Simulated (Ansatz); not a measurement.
## Electronic structure of Al2H4O (SMILES [AlH2][O][AlH2]) in real space

Input file:

```
crystal:
  periodic: [false, false, false]
  atoms:
    - {symbol: Al, position_ang: [-1.433725, 0.281979, -0.819936]}
    - {symbol: O, position_ang: [0.009263, -0.005481, -0.005915]}
    - {symbol: Al, position_ang: [1.451362, -0.300315, 0.807043]}
    - {symbol: H, position_ang: [-1.371799, 0.981867, -2.237497]}
    - {symbol: H, position_ang: [-2.787314, -0.160937, -0.130883]}
    - {symbol: H, position_ang: [1.995163, 0.804389, 1.800544]}
    - {symbol: H, position_ang: [2.198351, -1.669400, 0.540945]}
basis:
  gaussian: {orbitals: def2-TZVPP}
hamiltonian: {xc: pbe0, dispersion: d4}
output: {orbitals: {seedname: orbitals}}
```

Launched as:

```sh
ansatz run in.yaml --threads 2 --pin off --events-out ev --progress --plain --max-ram 4352MiB
```

Geometry: PBE0-D4/def2-TZVP.

Computed with RKS PBE0-D4/def2-TZVPP (Ansatz).

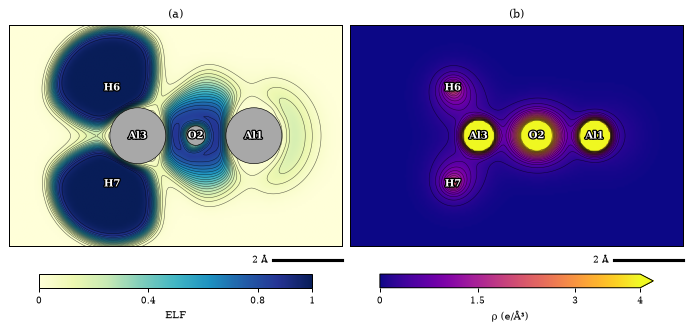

Figure 1. (a) ELF; (b) electron density on the plane of atoms O2, Al3 and H6. Grey discs cover the atomic cores in the ELF map.

### What does the map show?

The section cuts through Al, O and H sites.
Al–O (1.68 Å): the density is about 0.91 e/Å³ at the midpoint; the ELF peaks at about 0.85 in the valence shell of O, 0.6 Å from its nucleus, and is about 0.40 at the midpoint.
Al–H (1.58 Å): the density is about 0.56 e/Å³ at the midpoint; the ELF climbs to about 1 towards the hydrogen.
The ELF also peaks beside O2, away from the bonds: lone-pair regions.

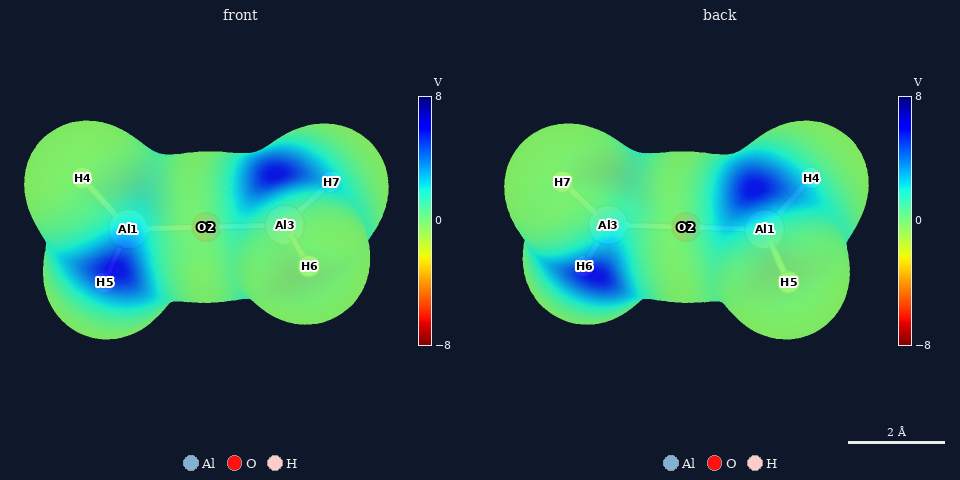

Figure 2. The molecular electrostatic potential painted on the density surface at 0.004 e/bohr³, seen from the front and from behind; red is negative and blue positive.

### Which sites attract a positive test charge, and which a negative one?

A positive charge is drawn to the negative regions and a negative charge to the positive ones. The most negative region (about −0.3 V, or −7 kcal/mol for a unit charge) lies over H4, H5, H6 and H7, the most positive (about +6.0 V, or +138 kcal/mol for a unit charge) over Al1 and Al3.
